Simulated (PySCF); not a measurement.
# C2HCl2Si (SMILES C#C[Si](Cl)Cl): UCAM-B3LYP/cc-pVDZ

What is the energy change on altering one bond length of C2HCl2Si at UCAM-B3LYP/cc-pVDZ? Input form: a Python script.

The calculation is run with PySCF 2.14.0.

1 further run of the same task is left out (set aside as unsound or not needed).

**1. The system as given**

The species is C2HCl2Si (6 atoms), meant as a doublet with charge 0. SMILES: `C#C[Si](Cl)Cl`. The coordinates come from a PBE0-D4/def2-TZVP relaxation.

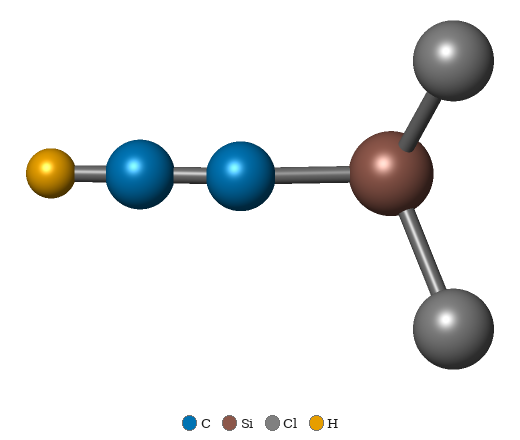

Viewed from a chosen angle; carbon blue, silicon brown, chlorine grey, hydrogen amber.

**2. The energy at UCAM-B3LYP/cc-pVDZ**

Input file run.py:

```python
# C#C[Si](Cl)Cl
from pyscf import gto, dft

system = gto.Mole()
system.atom = '''
C      2.502942     0.913683     2.100431
C      0.985492     0.180280     0.561627
Si    -0.953178    -1.103222    -1.930922
Cl    -3.616936    -3.459333    -0.427267
Cl    -2.656955     1.770673    -3.866947
H      3.818003     1.576976     3.475962
'''
system.verbose = 4
system.max_memory = 1860
system.spin = 1
system.unit = 'bohr'
system.basis = 'cc-pvdz'
system.build()

mf = dft.UKS(system)
mf.xc = 'cam-b3lyp'
mf.conv_tol = 1e-10
mf.grids.level = 5
mf.kernel()
if not mf.converged:
    mf = mf.newton().run(mf.mo_coeff, mf.mo_occ)

etot = mf.e_tot
print(f'total energy: {etot:.8f} hartree')
```

Command:

```sh
$ OMP_NUM_THREADS=1 python run.py
```

Log:

```text
PySCF version 2.14.0

[INPUT] num. atoms = 6
[INPUT] num. electrons = 61
[INPUT] charge = 0
[INPUT] spin (= nelec alpha-beta = 2S) = 1
[INPUT] symmetry False subgroup None
[INPUT] Mole.unit = bohr
[INPUT] Symbol           X                Y                Z      unit          X                Y                Z       unit  Magmom
[INPUT]  1 C      1.324499866655   0.483500221605   1.111500218310 AA    2.502942000000   0.913683000000   2.100431000000 Bohr   0.0
[INPUT]  2 C      0.521499907944   0.095400067585   0.297200209437 AA    0.985492000000   0.180280000000   0.561627000000 Bohr   0.0
[INPUT]  3 Si    -0.504400075550  -0.583799940986  -1.021799918464 AA   -0.953178000000  -1.103222000000  -1.930922000000 Bohr   0.0
[INPUT]  4 Cl    -1.914000104556  -1.830600188584  -0.226099959378 AA   -3.616936000000  -3.459333000000  -0.427267000000 Bohr   0.0
[INPUT]  5 Cl    -1.406000036440   0.936999799591  -2.046300228235 AA   -2.656955000000   1.770673000000  -3.866947000000 Bohr   0.0
[INPUT]  6 H      2.020400178824   0.834499761368   1.839399876424 AA    3.818003000000   1.576976000000   3.475962000000 Bohr   0.0

nuclear repulsion = 293.77425179478
number of shells = 28
number of NR pGTOs = 182
number of NR cGTOs = 87
basis = cc-pvdz
ecp = {}

******** <class 'pyscf.dft.uks.UKS'> ********
method = UKS
initial guess = minao
damping factor = 0
level_shift factor = 0
DIIS = <class 'pyscf.scf.diis.CDIIS'>
diis_start_cycle = 1
diis_space = 8
diis_damp = 0
SCF conv_tol = 1e-10
SCF conv_tol_grad = None
SCF max_cycles = 50
direct_scf = True
direct_scf_tol = 1e-13
number electrons alpha = 31  beta = 30
XC library pyscf.dft.libxc version 7.0.0
    S. Lehtola, C. Steigemann, M. J.T. Oliveira, and M. A.L. Marques.,  SoftwareX 7, 1–5 (2018)
XC functionals = cam-b3lyp
    T. Yanai, D. P. Tew, and N. C. Handy.,  Chem. Phys. Lett. 393, 51 (2004)
radial grids:
    Treutler-Ahlrichs [JCP 102, 346 (1995); DOI:10.1063/1.469408] (M4) radial grids

becke partition: Becke, JCP 88, 2547 (1988); DOI:10.1063/1.454033
pruning grids: <function nwchem_prune>
grids dens level: 5
symmetrized grids: False
atomic radii adjust function: <function treutler_atomic_radii_adjust>
small_rho_cutoff = 0
Set gradient conv threshold to 1e-05
tot grids = 239144
init E= -1287.28873951218
[... the frontier-level lines of each cycle are left out ...]


cycle= 1 E= -1286.62389087382  delta_E= 0.665  |g|= 0.303  |ddm|= 1.86
cycle= 2 E= -1286.64379878515  delta_E= -0.0199  |g|= 0.266  |ddm|= 0.618
cycle= 3 E= -1286.68607865585  delta_E= -0.0423  |g|= 0.0278  |ddm|= 0.261
cycle= 4 E= -1286.6863633307  delta_E= -0.000285  |g|= 0.029  |ddm|= 0.0601
cycle= 5 E= -1286.68682568942  delta_E= -0.000462  |g|= 0.0053  |ddm|= 0.0271
cycle= 6 E= -1286.68685573486  delta_E= -3e-05  |g|= 0.00157  |ddm|= 0.0113
cycle= 7 E= -1286.68685965605  delta_E= -3.92e-06  |g|= 0.000579  |ddm|= 0.00406
cycle= 8 E= -1286.68686035729  delta_E= -7.01e-07  |g|= 0.000284  |ddm|= 0.00152
cycle= 9 E= -1286.68686056384  delta_E= -2.07e-07  |g|= 0.000164  |ddm|= 0.000666
cycle= 10 E= -1286.68686068793  delta_E= -1.24e-07  |g|= 9.53e-05  |ddm|= 0.000586
cycle= 11 E= -1286.68686075184  delta_E= -6.39e-08  |g|= 3.07e-05  |ddm|= 0.000625
cycle= 12 E= -1286.68686075688  delta_E= -5.04e-09  |g|= 1.17e-05  |ddm|= 0.000186
cycle= 13 E= -1286.68686075713  delta_E= -2.48e-10  |g|= 4.2e-06  |ddm|= 3.76e-05
cycle= 14 E= -1286.68686075716  delta_E= -3.23e-11  |g|= 1.77e-06  |ddm|= 1.11e-05
Extra cycle  E= -1286.68686075716  delta_E= -1.14e-12  |g|= 1.86e-06  |ddm|= 4.06e-06
converged SCF energy = -1286.68686075716  <S^2> = 0.75379735  2S+1 = 2.0037938
total energy: -1286.68686076 hartree
```

Run time: 60 s. Hardware: 1 thread of Arm Neoverse V1, shared host; peak memory 0.48 GiB.

**3. The distorted shape**

Input file job.py:

```python
from pyscf import gto, dft

mol = gto.M(
    atom='''
C      3.084558     1.298743     2.848214
C      1.567108     0.565340     1.309410
Si    -0.953178    -1.103222    -1.930922
Cl    -3.616936    -3.459333    -0.427267
Cl    -2.656955     1.770673    -3.866947
H      4.399619     1.962036     4.223746
''',
    unit='bohr',
    verbose=3,
    basis='cc-pvdz',
    spin=1,
    max_memory=1860,
)

myscf = dft.UKS(mol, xc='cam-b3lyp')
myscf.grids.level = 5
myscf.conv_tol = 1e-10
myscf.kernel()
if not myscf.converged:
    myscf = myscf.newton().run(myscf.mo_coeff, myscf.mo_occ)

energy = myscf.e_tot
print('Final energy', energy)
```

Command:

```sh
$ OMP_NUM_THREADS=1 python job.py
```

Log:

```text
converged SCF energy = -1286.63499555451  <S^2> = 0.75601129  2S+1 = 2.0060023
Final energy -1286.6349955545118
```

It took 67 s on 1 thread of Arm Neoverse V1, shared host; peak memory 0.48 GiB.

**4. Summary of results**

At UCAM-B3LYP/cc-pVDZ:

| quantity | value |
| --- | --- |
| first shape: total energy | -1286.68686 Eh |
| first shape: dipole moment | 1.97 D |
| first shape: HOMO energy (highest over α and β) | -7.80 eV |
| first shape: LUMO energy (lowest over α and β) | -2.16 eV |
| first shape: ⟨S²⟩ | 0.754 |
| distorted shape: total energy | -1286.63500 Eh |
| distorted shape: dipole moment | 1.04 D |
| distorted shape: HOMO energy (highest over α and β) | -8.54 eV |
| distorted shape: LUMO energy (lowest over α and β) | -3.03 eV |
| distorted shape: ⟨S²⟩ | 0.756 |
| energy change with the C2–Si3 bond stretched from 1.804 to 2.345 Å | 1.411 eV |

**Reading.** With the C2–Si3 bond stretched from 1.804 to 2.345 Å the energy rises by 1.41 eV (33 kcal/mol). The first shape isn't relaxed at this level, so the change isn't measured from a minimum. Mulliken charges (first shape) run from -0.17 on Cl5 to +0.39 on Si3; they depend strongly on the basis. Mulliken charges (distorted shape) run from -0.16 on C2 to +0.56 on Si3.
